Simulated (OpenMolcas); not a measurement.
# A ladder of methods for Si2H4F2 (SMILES F[SiH2][SiH2]F)

The species is Si2H4F2 (8 atoms), meant as a singlet with charge 0. SMILES: `F[SiH2][SiH2]F`. Geometry: relaxed at PBE0-D4/def2-TZVP. This is one conformer, not always the lowest.

```xyz
8

F    -1.9348    1.2058   -0.2745
Si   -0.3578    1.1281    0.0124
Si    0.3586   -1.1096    0.0441
F     0.2810   -1.7420   -1.4288
H     0.3401    1.9142   -1.0370
H    -0.0998    1.7437    1.3416
H     1.7748   -1.1640    0.4954
H    -0.4771   -1.9419    0.9468
```

Quantity: the energy change with the Si3–H8 bond stretched from 1.485 to 1.708 Å, in eV. The values are calculated.

```json
{"level": "HF/6-31G* (spherical functions) (restricted)", "kind": "Hartree–Fock", "program": "OpenMolcas", "value (eV)": "0.41", "CPU time (all runs)": "20 s"}
{"level": "SVWN5/6-31G* (spherical functions) (restricted)", "kind": "LDA", "program": "OpenMolcas", "value (eV)": "0.26", "CPU time (all runs)": "53 s"}
{"level": "PBE/6-31G* (spherical functions) (restricted)", "kind": "GGA", "program": "OpenMolcas", "value (eV)": "0.26", "CPU time (all runs)": "70 s"}
{"level": "TPSS/6-31G* (spherical functions) (restricted)", "kind": "meta-GGA", "program": "OpenMolcas", "value (eV)": "0.32", "CPU time (all runs)": "80 s"}
{"level": "r2SCAN/6-31G* (spherical functions) (restricted)", "kind": "meta-GGA", "program": "OpenMolcas", "value (eV)": "0.31", "CPU time (all runs)": "59 s"}
{"level": "B3LYP/6-31G* (spherical functions) (restricted)", "kind": "global hybrid", "program": "OpenMolcas", "value (eV)": "0.32", "CPU time (all runs)": "51 s"}
{"level": "M06-2X/6-31G* (spherical functions) (restricted)", "kind": "hybrid meta-GGA", "program": "OpenMolcas", "value (eV)": "0.36", "CPU time (all runs)": "63 s"}
{"level": "MP2/6-31G* (spherical functions) (restricted)", "kind": "perturbation theory", "program": "OpenMolcas", "value (eV)": "0.35", "CPU time (all runs)": "16 s"}
```

The first shape isn't each level's own minimum. The values span 0.26 to 0.41 eV. Times are those of the runs behind each value, whatever else they computed, on shared processors of several kinds: orders of magnitude only.

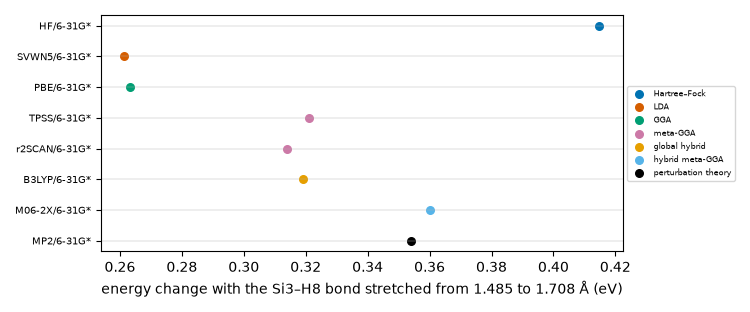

The values of the table, level by level.
